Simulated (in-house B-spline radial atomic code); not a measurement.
**Mg⁺: a fraction of an electron moved 2s → 3s**

How does the r2SCAN0 energy of Mg⁺ change when part of an electron is moved 2s → 3s?

Program: in-house B-spline radial atomic code version 1. Level of theory: non-relativistic r2SCAN0, spin-polarised, spherical fractional occupations, point nucleus, basis-set limit. These are calculated values, not measurements, unless marked.

### 1 The atom as given

| Quantity | Value |
| --- | --- |
| element | magnesium (Z = 12) |
| charge | +1 |
| electrons | 11 |
| configuration | [Ne] 3s1 |
| Hamiltonian | non-relativistic |
| nucleus | point |

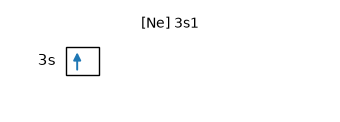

Occupation of the outer shells (arrows by Hund's rule).

Where spins are not typed, each open shell is filled with up spins first.

### 2 The start, at fraction 0

Settings of the run:

```ini
Z = 12
electrons = 11.0
configuration = [Ne] 3s1
hamiltonian = nr
method = r2scan0
spin_polarised = True
```

### 3 0.125 electron moved 2s → 3s

Settings of the run:

```ini
Z = 12
electrons = 11.0
configuration = [He] 2s1.875 2p6 3s1.125
hamiltonian = nr
method = r2scan0
spin_polarised = True
```

### 4 0.25 electron moved 2s → 3s

Settings of the run:

```ini
Z = 12
electrons = 11.0
configuration = [He] 2s1.75 2p6 3s1.25
hamiltonian = nr
method = r2scan0
spin_polarised = True
```

### 5 0.375 electron moved 2s → 3s

Settings of the run:

```ini
Z = 12
electrons = 11.0
configuration = [He] 2s1.625 2p6 3s1.375
hamiltonian = nr
method = r2scan0
spin_polarised = True
```

### 6 0.5 electron moved 2s → 3s

Settings of the run:

```ini
Z = 12
electrons = 11.0
configuration = [He] 2s1.5 2p6 3s1.5
hamiltonian = nr
method = r2scan0
spin_polarised = True
```

### 7 0.625 electron moved 2s → 3s

Settings of the run:

```ini
Z = 12
electrons = 11.0
configuration = [He] 2s1.375 2p6 3s1.625
hamiltonian = nr
method = r2scan0
spin_polarised = True
```

### 8 0.75 electron moved 2s → 3s

Settings of the run:

```ini
Z = 12
electrons = 11.0
configuration = [He] 2s1.25 2p6 3s1.75
hamiltonian = nr
method = r2scan0
spin_polarised = True
```

### 9 0.875 electron moved 2s → 3s

Settings of the run:

```ini
Z = 12
electrons = 11.0
configuration = [He] 2s1.125 2p6 3s1.875
hamiltonian = nr
method = r2scan0
spin_polarised = True
```

### 10 1 electron moved 2s → 3s

Settings of the run:

```ini
Z = 12
electrons = 11.0
configuration = [He] 2s1 2p6 3s2
hamiltonian = nr
method = r2scan0
spin_polarised = True
```

Q: How does the energy change with the fraction, and which way and how far does it bend from the straight line between the ends?

**Answer**, as computed:

| fraction | energy change (eV) | less the straight line (eV) | level 2s down (eV) | level 3s down (eV) | sum of <r²> (bohr²) |
| --- | --- | --- | --- | --- | --- |
| 0 | 0.0000 | 0.0000 | -96.481 | empty | 13.701 |
| 0.125 | 10.9106 | 0.0219 | -97.275 | -9.869 | 14.567 |
| 0.25 | 21.8350 | 0.0577 | -98.013 | -10.651 | 15.287 |
| 0.375 | 32.7497 | 0.0836 | -98.707 | -11.436 | 15.914 |
| 0.5 | 43.6528 | 0.0981 | -99.361 | -12.184 | 16.474 |
| 0.625 | 54.5434 | 0.1000 | -99.976 | -12.907 | 16.978 |
| 0.75 | 65.4189 | 0.0868 | -100.55 | -13.615 | 17.437 |
| 0.875 | 76.2758 | 0.0550 | -101.08 | -14.312 | 17.856 |
| 1 | 87.1094 | 0.0000 | empty | -15.002 | 18.242 |

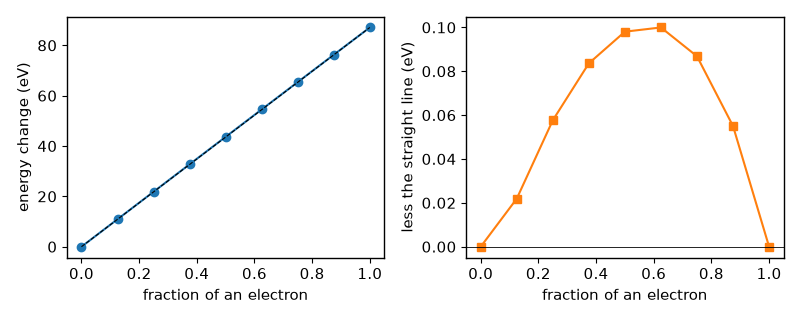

Energy against the fraction, with the straight line between the ends (left), and the difference from it (right).

What this shows: From fraction 0 to 1 the energy changes by 87.109 eV. It bulges over the straight line by up to 0.10 eV (at 0.625). Slater's transition state, the slope from the orbital energies at fraction 0.5 (Janak's theorem), gives 87.177 eV for the whole step.
